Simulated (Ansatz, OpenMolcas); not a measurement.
## A small benchmark: atomisation enthalpy at 298 K

7 molecules holding an element from Na to Cl; the atomisation enthalpy at 298 K in kJ/mol, computed less measured. Shapes, held fixed at every level: PBE0-D4/def2-TZVP. Flexible molecules stand in one conformer, not always the lowest. Thermal terms are harmonic and unscaled (PBE0-D4/def2-TZVP); the spin-orbit lowering of the free atoms is taken from their spectra. Programs: Ansatz 0.2.0, OpenMolcas 26.06. Measured values: Active Thermochemical Tables, CRC Handbook of Chemistry and Physics, NIST-JANAF tables.

Levels: A = M06-L/aug-cc-pVDZ; B = M06-2X/aug-cc-pVDZ; C = BHLYP-D4/def2-TZVPP.

| molecule | from tabulated heats | A | B | C |
| --- | --- | --- | --- | --- |
| BClF2 (chlorodifluoroborane) | 1736 | -44 | -33 | -84 |
| SOF2 (thionyl fluoride) | 1229 | -112 | -104 | -131 |
| CH2Cl2 (dichloromethane) | 1490 | -14 | -33 | -70 |
| CH2ClF (chlorofluoromethane) | 1617 | -27 | -27 | -80 |
| SiH2F2 (SMILES F[SiH2]F) | 1836 | -122 | -120 | -90 |
| PH2(PH2) (diphosphine) | 1484 | -31 | -28 | -14 |
| SiH3(SiH3) | 2128 | +7 | -55 | +12 |

(1) Sum up the errors.

## Answers

(1) 
```csv
level,kind,mean error,mean absolute error,worst case
M06-L/aug-cc-pVDZ,meta-GGA,-49.0,51.0,SiH2F2
M06-2X/aug-cc-pVDZ,global hybrid,-57.1,57.1,SiH2F2
BHLYP-D4/def2-TZVPP,global hybrid,-65.3,68.7,SOF2
```

On this set M06-L/aug-cc-pVDZ has the smallest mean absolute error and BHLYP-D4/def2-TZVPP the largest. M06-L/aug-cc-pVDZ is too low in 6 of 7; M06-2X/aug-cc-pVDZ is too low in 7 of 7; BHLYP-D4/def2-TZVPP is too low in 6 of 7. The heats of PH2(PH2) come from older tables and can be uncertain by 10 kJ/mol or more. Heats of the atoms come from ATcT where it has them, that of boron, 570 kJ/mol, from recent work. The levels differ in basis as well as in method. With so many references in doubt the order of the levels isn't settled. The tabulated values of BClF2, SOF2, SiH2F2, SiH3(SiH3) are in doubt (older tables, estimates, or at odds with other calculations) and kept here. Over the 3 molecules whose values aren't doubted the mean absolute errors are A 24.0; B 29.3; C 54.7. A functional in a double-zeta set wins here by errors that cancel. The set is small.

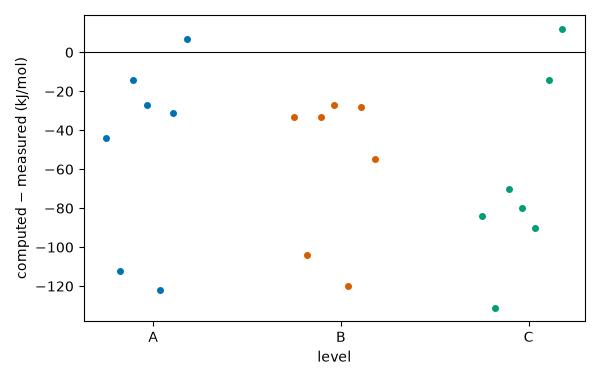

Errors of each level, one point a molecule.
